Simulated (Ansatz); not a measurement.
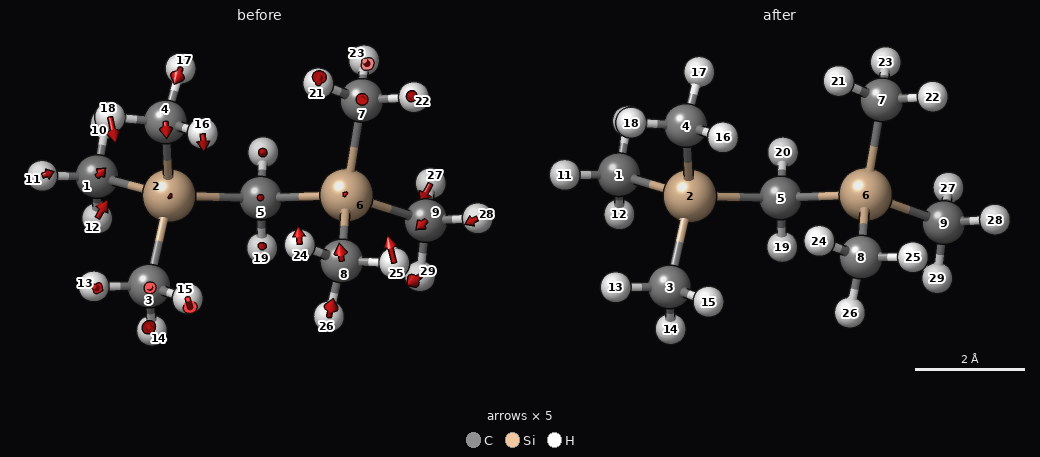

The structure of C7H20Si2 before (left) and after (right) a relaxation, at one scale. The red arrows give the displacements, magnified 5 times.

The picture is a ball-and-stick view, seen face on.

The start comes from PBE-D4/def2-SVP.

These are results of RKS PBE0-D4/def2-TZVP (Ansatz), not measurements.

Input
```yaml
crystal:
  periodic: [false, false, false]
  atoms:
    - {symbol: C, position_ang: [-3.194721, -0.424384, -0.958499]}
    - {symbol: Si, position_ang: [-1.589268, -0.445866, 0.052308]}
    - {symbol: C, position_ang: [-1.351374, -2.183933, 0.772549]}
    - {symbol: C, position_ang: [-1.750819, 0.801730, 1.472078]}
    - {symbol: C, position_ang: [-0.140321, -0.006535, -1.091665]}
    - {symbol: Si, position_ang: [1.547526, 0.441887, -0.349807]}
    - {symbol: C, position_ang: [1.490838, 2.182769, 0.399792]}
    - {symbol: C, position_ang: [2.060391, -0.799863, 0.989351]}
    - {symbol: C, position_ang: [2.848852, 0.422163, -1.730489]}
    - {symbol: H, position_ang: [-3.388283, 0.582535, -1.383435]}
    - {symbol: H, position_ang: [-4.068696, -0.700740, -0.332479]}
    - {symbol: H, position_ang: [-3.144073, -1.141702, -1.803863]}
    - {symbol: H, position_ang: [-2.232543, -2.480383, 1.379089]}
    - {symbol: H, position_ang: [-1.230543, -2.936619, -0.034279]}
    - {symbol: H, position_ang: [-0.457029, -2.242127, 1.424485]}
    - {symbol: H, position_ang: [-0.881847, 0.754806, 2.159962]}
    - {symbol: H, position_ang: [-1.824326, 1.841015, 1.090803]}
    - {symbol: H, position_ang: [-2.662981, 0.596308, 2.070172]}
    - {symbol: H, position_ang: [0.003419, -0.866798, -1.784505]}
    - {symbol: H, position_ang: [-0.453658, 0.847339, -1.734659]}
    - {symbol: H, position_ang: [0.780848, 2.244382, 1.248474]}
    - {symbol: H, position_ang: [2.492553, 2.481200, 0.773497]}
    - {symbol: H, position_ang: [1.178051, 2.931943, -0.357207]}
    - {symbol: H, position_ang: [1.390094, -0.748490, 1.871759]}
    - {symbol: H, position_ang: [3.092925, -0.593984, 1.340613]}
    - {symbol: H, position_ang: [2.035299, -1.840869, 0.606442]}
    - {symbol: H, position_ang: [2.585623, 1.138135, -2.536680]}
    - {symbol: H, position_ang: [3.850857, 0.702502, -1.343755]}
    - {symbol: H, position_ang: [2.933307, -0.584720, -2.189755]}
basis:
  gaussian: {orbitals: def2-TZVP}
hamiltonian: {xc: pbe0, dispersion: d4}
relax: {f_tol: 0.005, max_steps: 150}
```

Question: Describe what moved and what it gained.

Answer: The atom that moves furthest after the best rigid fit is H15 (0.12 Å). By element the largest moves are H 0.12 Å, C 0.07 Å, Si 0.02 Å. Some distances before and after: C1–Si2 1.897 → 1.877 Å, C1–H10 1.110 → 1.094 Å, C5–H19 1.114 → 1.098 Å. After 7 geometry steps the energy has fallen by 2.76 kcal/mol. Largest force component: 0.49 eV/Å at the start, 0.0034 eV/Å at the end.
